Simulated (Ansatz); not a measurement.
## Run report: GeH₃Cl, nudged elastic band

System: GeH₃Cl.
Method: RKS PBE0/def2-SVP (Ansatz 0.2.0).

It belongs to a series of runs on one base structure; here: band between the two ends. Figures and captions count atoms from 1; the log counts them from 0 in places.

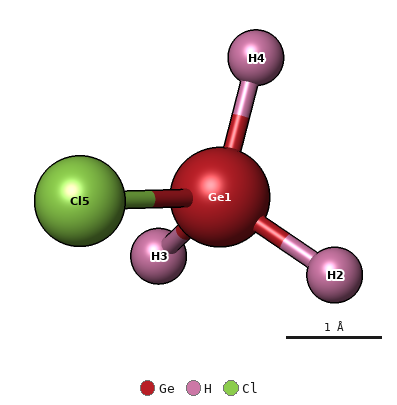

*The input geometry (ball-and-stick view, seen at a tilt; atoms are numbered from 1 in the order of the input). Sticks mark near contacts.*

Bond lengths as drawn: Cl–Ge 2.16 Å and Ge–H 1.53 Å.

Input file:
```yaml
crystal:
  periodic: [false, false, false]
  atoms:
    - { symbol: Ge, position_ang: [0.267153, 0.017884, 0.189025] }
    - { symbol: H, position_ang: [0.239415, -0.038269, 1.722175] }
    - { symbol: H, position_ang: [1.703477, -0.038335, -0.347896] }
    - { symbol: H, position_ang: [-0.481433, 1.248283, -0.340453] }
    - { symbol: Cl, position_ang: [-0.768309, -1.736263, -0.543252] }
basis:
  gaussian: { orbitals: def2-SVP }
hamiltonian:
  xc: pbe0
neb:
  order_check: false
  images: 7
  f_tol: 0.05
  max_iterations: 60
  final_atoms:
    - { symbol: Ge, position_ang: [0.15794206, 0.09609328, -0.93349571] }
    - { symbol: H, position_ang: [0.96520637, 0.15721033, 1.2796449] }
    - { symbol: H, position_ang: [1.56990551, -0.08798019, 0.86195612] }
    - { symbol: H, position_ang: [-0.72382094, 1.02290671, 0.03178065] }
    - { symbol: Cl, position_ang: [-1.00893, -1.73493014, -0.56028696] }
  initial_path:
    images:
      - { positions_ang: [[0.267153, 0.017884, 0.189025], [0.239415, -0.038269, 1.722175], [1.703477, -0.038335, -0.347896], [-0.481433, 1.248283, -0.340453], [-0.768309, -1.736263, -0.543252]] }
      - { positions_ang: [[0.20032008, 0.01329531, 0.1417376], [0.44859345, -0.027982, 1.63654763], [1.69246342, -0.02803095, -0.1221317], [-0.54413664, 1.25184692, -0.38478394], [-0.83693732, -1.75582928, -0.59177058]] }
      - { positions_ang: [[0.13348717, 0.00870662, 0.0944502], [0.65777189, -0.017695, 1.55092026], [1.68144985, -0.01772691, 0.1036326], [-0.60684027, 1.25541084, -0.42911489], [-0.90556564, -1.77539555, -0.64028917]] }
      - { positions_ang: [[0.06665425, 0.00411792, 0.0471628], [0.86695034, -0.007408, 1.46529289], [1.67043627, -0.00742286, 0.3293969], [-0.66954391, 1.25897476, -0.47344583], [-0.97419396, -1.79496183, -0.68880775]] }
      - { positions_ang: [[-0.00017867, -0.00047077, -0.0001246], [1.07612879, 0.002879, 1.37966551], [1.6594227, 0.00288119, 0.5551612], [-0.73224754, 1.26253868, -0.51777678], [-1.04282227, -1.8145281, -0.73732634]] }
      - { positions_ang: [[0.03935152, 0.02367024, -0.23346738], [1.04839818, 0.04146183, 1.35466036], [1.6370434, -0.01983416, 0.63185993], [-0.73014089, 1.20263069, -0.38038742], [-1.03434921, -1.79462861, -0.69306649]] }
      - { positions_ang: [[0.0788817, 0.04781126, -0.46681016], [1.02066758, 0.08004467, 1.32965521], [1.6146641, -0.0425495, 0.70855866], [-0.72803424, 1.1427227, -0.24299807], [-1.02587614, -1.77472912, -0.64880665]] }
      - { positions_ang: [[0.11841188, 0.07195227, -0.70015293], [0.99293697, 0.1186275, 1.30465006], [1.59228481, -0.06526485, 0.78525739], [-0.72592759, 1.0828147, -0.10560871], [-1.01740307, -1.75482963, -0.6045468]] }
      - { positions_ang: [[0.15794206, 0.09609328, -0.93349571], [0.96520637, 0.15721033, 1.2796449], [1.56990551, -0.08798019, 0.86195612], [-0.72382094, 1.02290671, 0.03178065], [-1.00893, -1.73493014, -0.56028696]] }
```

Run on 1 thread of Arm Neoverse V1, 24 GiB of memory available, shared host.

Run as:
```bash
ansatz run input.yaml --threads 1 --pin off --max-ram 2048MiB --backend cpu --events-out ev --progress --plain --runs-dir out
```

What the program printed:
```
Engine: ansatz 0.2.0, aarch64-unknown-linux-gnu
Functional definition: PBE0
  parameter a = 0.25
  parameter kappa = 0.804
  parameter beta = 0.06672455060314922
  exchange = (1 - a)*pbe_x(kappa = kappa, mu = beta*pi^2/3) + a*exact_x
  correlation = pbe_c(beta = beta)
681 factors; integrals over basis functions are off by at most 3.3e-4 eV
mean field evaluation 1: about -69067.8591 eV, gradient 1.6e1 eV
mean field evaluation 2: about -69067.8684 eV, gradient 1.6e1 eV
mean field evaluation 4: about -69068.2082 eV, gradient 2.0e-1 eV
mean field evaluation 8: about -69068.2144 eV, gradient 2.4e-3 eV
mean field -69068.21435360 eV, -2538.2100613776 hartree, gradient 2.0e-5 eV, S^2 0.000000; 0 other end points of the search recorded, 0 dependent functions left out
the calculation of the forces begins
reference -69068.21437433 eV, -2538.2100621396 hartree; 26, 26 occupied and 39, 39 virtual orbitals, 681 factors
683 factors; integrals over basis functions are off by at most 2.9e-4 eV
mean field evaluation 16: about -69066.7960 eV, gradient 1.7e0 eV
mean field -69066.81068509 eV, -2538.1584775115 hartree, gradient 5.9e-5 eV, S^2 0.000000; 0 other end points of the search recorded, 0 dependent functions left out
[... from here on the field's lines of each further geometry are left out, up to the last ...]
NEB iter   1: max|band force component| = 4.209e0 eV/Å  barrier→ = 4.1233 eV  barrier← = 2.7197 eV  Δτ_max = 0.1915 Å  (218 SCF iters)
NEB iter   2: max|band force component| = 2.719e0 eV/Å  barrier→ = 3.0947 eV  barrier← = 1.6910 eV  Δτ_max = 0.2000 Å  (187 SCF iters)
NEB iter   3: max|band force component| = 2.900e0 eV/Å  barrier→ = 2.5855 eV  barrier← = 1.1819 eV  Δτ_max = 0.2000 Å  (180 SCF iters)
NEB iter   4: max|band force component| = 3.783e0 eV/Å  barrier→ = 2.4053 eV  barrier← = 1.0016 eV  Δτ_max = 0.1970 Å  (177 SCF iters)
NEB iter   5: max|band force component| = 1.721e0 eV/Å  barrier→ = 2.4993 eV  barrier← = 1.0956 eV  Δτ_max = 0.1506 Å  (182 SCF iters)
NEB iter   6: max|band force component| = 7.739e-1 eV/Å  barrier→ = 2.4907 eV  barrier← = 1.0870 eV  Δτ_max = 0.0591 Å  (178 SCF iters)
NEB iter   7: max|band force component| = 7.320e-1 eV/Å  barrier→ = 2.4110 eV  barrier← = 1.0073 eV  Δτ_max = 0.0377 Å  (172 SCF iters)
NEB iter   8: max|band force component| = 8.611e-1 eV/Å  barrier→ = 2.4046 eV  barrier← = 1.0009 eV  CI = image 5  Δτ_max = 0.1060 Å  (171 SCF iters)
NEB iter   9: max|band force component| = 2.441e-1 eV/Å  barrier→ = 2.4758 eV  barrier← = 1.0721 eV  CI = image 5  Δτ_max = 0.0251 Å  (179 SCF iters)
NEB iter  10: max|band force component| = 5.590e-2 eV/Å  barrier→ = 2.4724 eV  barrier← = 1.0687 eV  CI = image 5  Δτ_max = 0.0071 Å  (168 SCF iters)
the calculation of the forces begins
reference -69066.77125793 eV, -2538.1570285898 hartree; 26, 26 occupied and 39, 39 virtual orbitals, 683 factors
682 factors; integrals over basis functions are off by at most 1.8e-3 eV
mean field -69065.74214256 eV, -2538.1192092975 hartree, gradient 1.7e-5 eV, S^2 0.000000; 1 other end points of the search recorded, 0 dependent functions left out
the calculation of the forces begins
reference -69065.74216275 eV, -2538.1192100397 hartree; 26, 26 occupied and 39, 39 virtual orbitals, 682 factors
NEB iter  11: max|band force component| = 2.399e-2 eV/Å  barrier→ = 2.4722 eV  barrier← = 1.0685 eV  CI = image 5  Δτ_max = 0.0000 Å  (327 SCF iters)
```

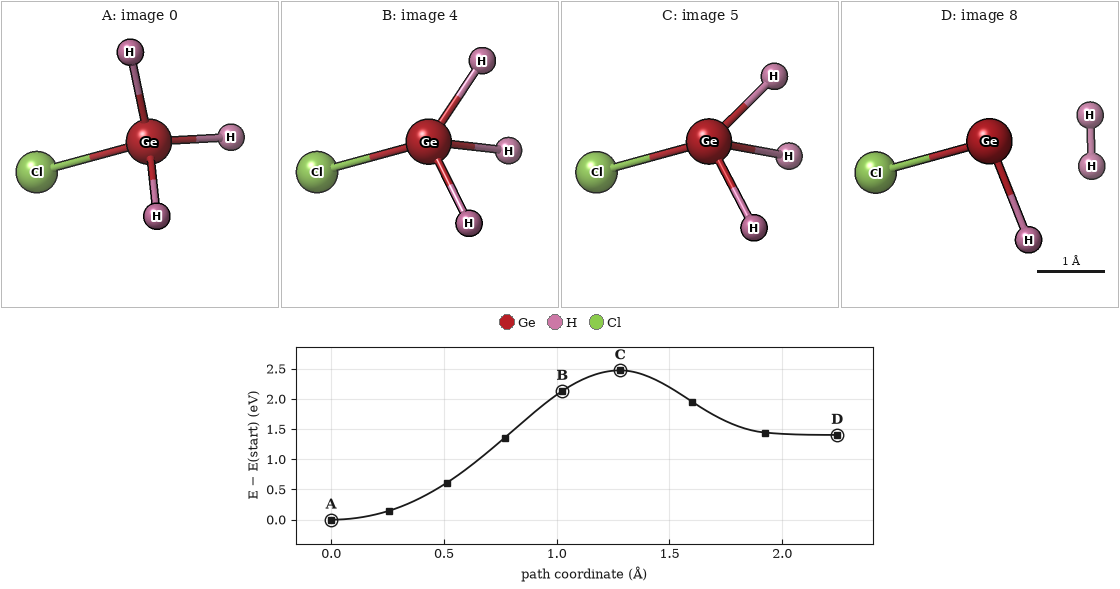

*Images of the last band (counted from 0; ball-and-stick, seen at a tilt) above the energy along the path; the line is a cubic interpolation that uses the forces.*

The highest image is number 5, 2.472 eV above the start and 1.069 eV above the end (the climbing image); the end lies 1.404 eV above the start. The path is 2.24 Å long. The band converged in 11 iterations.

```
Total energy: -69065.74216275 eV, -2538.1192100397 hartree
Atom 0 at     0.293781     0.039013    -0.468392 Å, force     0.001603    -0.023737    -0.001776 eV/Å
Atom 1 at     0.559081     0.088518     1.242712 Å, force     0.002151     0.008237    -0.004912 eV/Å
Atom 2 at     1.577756    -0.096773     0.401418 Å, force     0.000104    -0.005270     0.002451 eV/Å
Atom 3 at    -0.591843     1.216501    -0.032627 Å, force    -0.010689     0.013659     0.007919 eV/Å
Atom 4 at    -0.878472    -1.793960    -0.463513 Å, force     0.006831     0.007112    -0.003682 eV/Å
Dipole moment:     0.232681     0.330219     0.039128 e Å
this run last wrote the band of iteration 11 to [file]
```

The last band as extended XYZ (Å, eV, eV/Å):
```
5
Properties=species:S:1:pos:R:3:forces:R:3 image=0 energy=-69068.21435
Ge    0.2672    0.0179    0.1890   -0.0008  -0.0003  -0.0006
H     0.2394   -0.0383    1.7222   -0.0005  -0.0007   0.0015
H     1.7035   -0.0383   -0.3479    0.0012  -0.0007  -0.0010
H    -0.4814    1.2483   -0.3405   -0.0008   0.0001  -0.0006
Cl   -0.7683   -1.7363   -0.5433    0.0009   0.0015   0.0006
5
Properties=species:S:1:pos:R:3:forces:R:3 image=1 energy=-69068.06721
Ge    0.2554    0.0164    0.1004    0.0340  -0.0011   0.5302
H     0.3187    0.0007    1.6125   -0.3061  -0.1252   0.5879
H     1.7556   -0.0683   -0.1957   -0.0497   0.0647  -0.6805
H    -0.5597    1.2570   -0.2867    0.1899  -0.0498  -0.3603
Cl   -0.8096   -1.7525   -0.5509    0.1320   0.1114  -0.0774
5
Properties=species:S:1:pos:R:3:forces:R:3 image=2 energy=-69067.60362
Ge    0.2501    0.0157   -0.0138   -0.0395  -0.0539   1.3028
H     0.3732    0.0328    1.4866   -0.5926  -0.1975   1.0734
H     1.7678   -0.0871   -0.0352    0.2976   0.0486  -1.3618
H    -0.5939    1.2686   -0.2216    0.1592   0.0636  -0.7749
Cl   -0.8368   -1.7766   -0.5363    0.1753   0.1392  -0.2395
5
Properties=species:S:1:pos:R:3:forces:R:3 image=3 energy=-69066.85975
Ge    0.2580    0.0187   -0.1511   -0.1750  -0.1428   1.9848
H     0.4233    0.0602    1.3751   -0.8536  -0.1903   1.0193
H     1.7366   -0.0990    0.1242    0.8480  -0.0186  -1.6954
H    -0.6015    1.2639   -0.1569    0.0271   0.2809  -0.9600
Cl   -0.8561   -1.7905   -0.5117    0.1535   0.0708  -0.3486
5
Properties=species:S:1:pos:R:3:forces:R:3 image=4 energy=-69066.08222
Ge    0.2756    0.0253   -0.3084   -0.1411  -0.1383   1.5588
H     0.4837    0.0820    1.2954   -0.7856  -0.0824   0.5301
H     1.6690   -0.1038    0.2679    0.8738  -0.0708  -1.2270
H    -0.5955    1.2447   -0.0957   -0.0386   0.2881  -0.6150
Cl   -0.8725   -1.7949   -0.4796    0.0914   0.0035  -0.2469
5
Properties=species:S:1:pos:R:3:forces:R:3 image=5 energy=-69065.74214
Ge    0.2938    0.0390   -0.4684    0.0016  -0.0237  -0.0018
H     0.5591    0.0885    1.2427    0.0022   0.0082  -0.0049
H     1.5778   -0.0968    0.4014    0.0001  -0.0053   0.0025
H    -0.5918    1.2165   -0.0326   -0.0107   0.0137   0.0079
Cl   -0.8785   -1.7940   -0.4635    0.0068   0.0071  -0.0037
5
Properties=species:S:1:pos:R:3:forces:R:3 image=6 energy=-69066.26474
Ge    0.2898    0.0621   -0.6381   -0.0397   0.1581  -1.4442
H     0.7033    0.0726    1.1809    1.2397  -0.0974  -0.5359
H     1.4563   -0.0777    0.5756   -1.0208   0.1312   1.4523
H    -0.6043    1.1852    0.0128   -0.0735  -0.2462   0.3421
Cl   -0.8847   -1.7890   -0.4516   -0.1058   0.0543   0.1856
5
Properties=species:S:1:pos:R:3:forces:R:3 image=7 energy=-69066.77124
Ge    0.2350    0.1009   -0.8427   -0.0559   0.0353  -0.2762
H     0.8275    0.0893    1.1877    0.1614   0.0312   0.0089
H     1.4590   -0.0847    0.7421   -0.0098  -0.0103   0.2298
H    -0.6461    1.0958    0.0521   -0.0479  -0.1105   0.0285
Cl   -0.9151   -1.7481   -0.4596   -0.0478   0.0543   0.0090
5
Properties=species:S:1:pos:R:3:forces:R:3 image=8 energy=-69066.81069
Ge    0.1579    0.0961   -0.9335   -0.0083   0.0044   0.0110
H     0.9652    0.1572    1.2796    0.0195  -0.0019  -0.0174
H     1.5699   -0.0880    0.8620   -0.0143   0.0024   0.0171
H    -0.7238    1.0229    0.0318    0.0039   0.0041  -0.0053
Cl   -1.0089   -1.7349   -0.5603   -0.0007  -0.0090  -0.0054
```

Results in brief:

| quantity | value |
| --- | --- |
| outcome | converged |
| barrier, forward | 2.472 eV |
| barrier, backward | 1.069 eV |
| wall time | 2.4 min |
| peak memory | 0.12 GiB |

Notes:

The order of the saddle point was not checked.
